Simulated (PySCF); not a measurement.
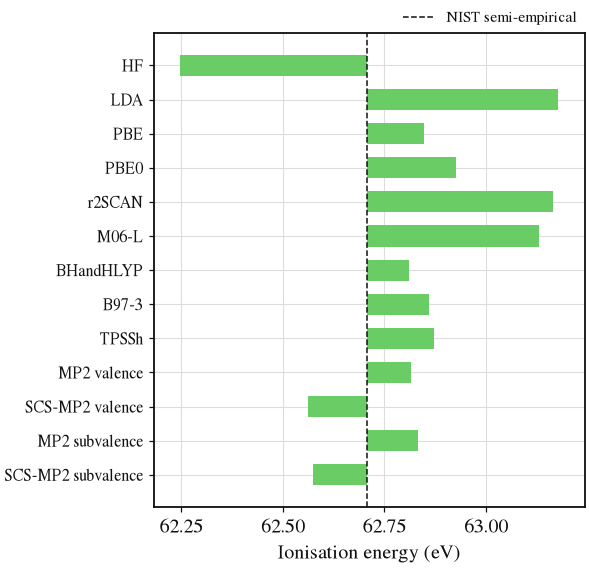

The ionisation energy of F²⁺ ([He] 2s² 2p³ → [He] 2s² 2p²) across levels of theory. PySCF, x2c-TZVPPall plus 1 diffuse shell for each l, spin-free X2C-1e, unrestricted single determinants, no spin-orbit coupling. Methods marked “valence” freeze 2 core electrons; methods marked “subvalence” freeze no core electrons.

### Which methods come out highest, lowest and best?

The values run from 62.247 eV (HF) to 63.178 eV (LDA). The NIST semi-empirical value is 62.708 eV; nearest to it come BHandHLYP (+0.103) and MP2 valence (+0.108), furthest LDA (+0.470 eV). These values lack spin-orbit coupling; with the first-order correction of −0.055 eV added, BHandHLYP comes nearest (+0.048).

```tsv
Method	Ionisation energy (eV)
HF	62.247
LDA	63.178
PBE	62.848
PBE0	62.926
r2SCAN	63.166
M06-L	63.129
BHandHLYP	62.811
B97-3	62.861
TPSSh	62.873
MP2 valence	62.816
SCS-MP2 valence	62.562
MP2 subvalence	62.832
SCS-MP2 subvalence	62.574
```
